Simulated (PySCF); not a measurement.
BClFH$_{3}$O$_{4}$Si

| atom | x (Å) | y (Å) | z (Å) |
| --- | --- | --- | --- |
| Si | 0.3839 | -0.8407 | -1.3168 |
| F | 1.9434 | -1.0425 | -1.6419 |
| Cl | -0.5748 | -2.5036 | -1.9816 |
| O | 0.2420 | -0.7569 | 0.3259 |
| B | -0.1253 | 0.2924 | 1.1216 |
| O | -0.4296 | 1.4936 | 0.5325 |
| O | -0.1956 | 0.1699 | 2.4688 |
| O | -0.2008 | 0.4958 | -2.0347 |
| H | -0.6809 | 2.1683 | 1.1716 |
| H | 0.0441 | -0.7150 | 2.7627 |
| H | -0.3739 | 1.2092 | -1.3979 |

Geometry: PBE0-D3(BJ)/def2-SVP.

Theory: PBE0/pcSseg-1, SCF density, gas phase, non-relativistic (PySCF 2.14.0).

Q: What will maps of the electron density and electron localisation function show?

A: B–O (1.35 Å): ρ is about 2.2 e/Å³ halfway; the ELF peaks at about 0.90 between the atoms (a polar covalent bond).
Si–O (1.63 Å): the density is about 1.2 e/Å³ at the midpoint; the ELF peaks at about 0.85 between the atoms, as expected for a short, strongly polar bond.
O–H (0.96 Å): ρ is about 3.7 e/Å³ halfway; the ELF climbs to about 1 towards the hydrogen, as it does in any bond to H: an ordinary covalent bond to hydrogen.

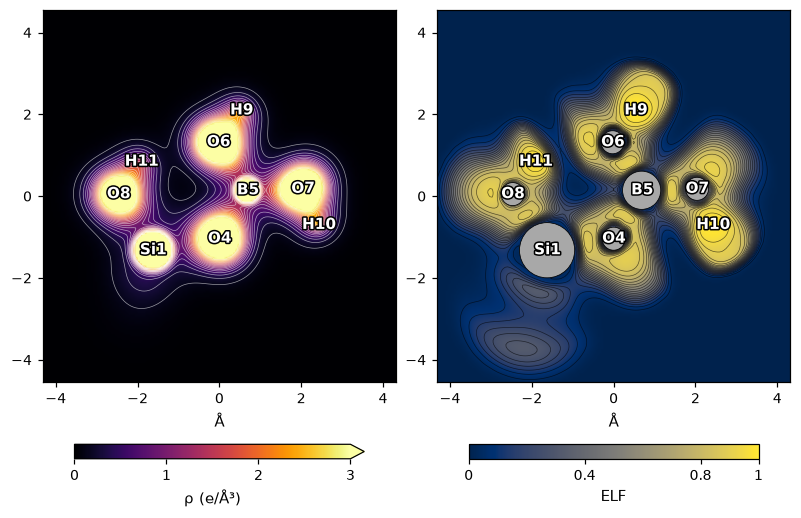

Computed electron density and electron localisation function on the plane of atoms B5, O7 and H10, in this order. Grey discs cover the atomic cores in the ELF map. 
